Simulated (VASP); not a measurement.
Band structure of InAs (zinc blende). All values below come from PBE GGA, VASP's PBE PAW potentials (set 64) (plane waves; VASP).

Unless said otherwise, spin-orbit coupling is left out, though it shifts the bands of the heavy elements here.

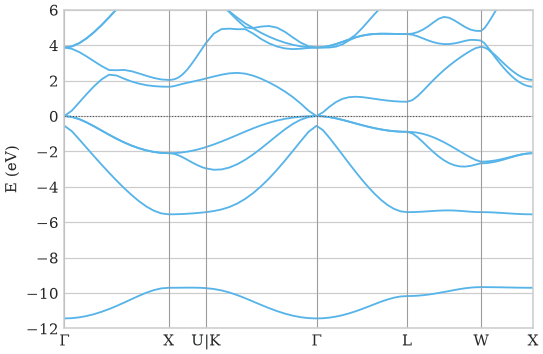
Bands along high-symmetry lines, zero at the valence-band maximum or, without a gap, the Fermi level

Task: Read the plot: is there a gap, and where are the band edges?

Result: It has no gap at this level: it comes out as a metal or semimetal. (Edges off the drawn lines would not show.)

The compound is InAs in the zinc blende structure. It was relaxed first, which changed the volume by +7 %.
